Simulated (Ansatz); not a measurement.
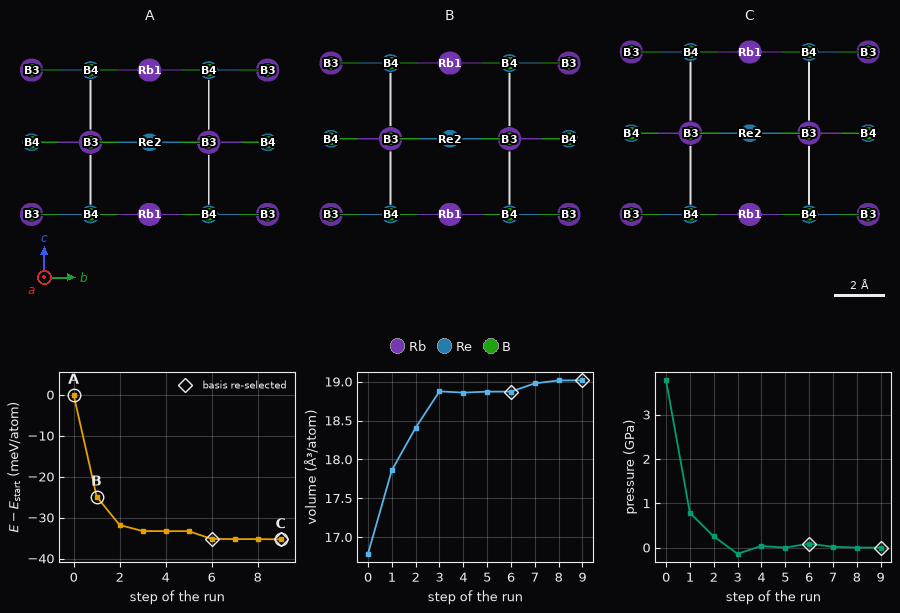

Frames of a relaxation of crystalline RbReB₂ (a generated structure, set up in I4/mmm), marked on the history of the run. Style: ball-and-stick. Shown: the conventional cell (2 times the calculation's cell), along the a axis. Lengths and directions refer to the drawn axes.

All numbers below come from DFT PBE, scalar-relativistic, plane waves, PAW in Ansatz. Settings: plane-wave cutoff 420 eV; k-point mesh 14 × 14 × 14; occupations gaussian; smearing width 0.1 eV; collinear spin; cell and atoms relaxed; force threshold 0.01 eV/Å; at most 80 steps.

### What happens along the run?

After 7 accepted moves (9 points after the start) the energy has fallen by 35.3 meV per atom. All forces vanish by symmetry, so only the cell relaxes. Pressure: 3.77 GPa at the start and 0.00 GPa at the end. At 2 points the geometry stayed and the basis and grid were re-selected for the new cell (energy shift of 1.9 meV per atom at most each time). The atoms keep their places relative to the cell (all moves are under 0.005 Å). The volume changes by +13.3 %, with a = b 4.790 → 4.805 Å (+0.3 %), c 5.853 → 6.590 Å (+12.6 %). Near-neighbour distances that change, for instance: Rb1–Re2 2.926 → 3.295 Å, Rb1–Re2 (another image) 3.387 → 3.397 Å, Rb1–B3 2.395 → 2.402 Å, Re2–B3 2.395 → 2.402 Å. The space group stays I4/mmm (No. 139). From step 0 to 1: volume +6.4 %, energy −24.9 meV per atom. From step 1 to 9: volume +6.5 %, energy −10.4 meV per atom.
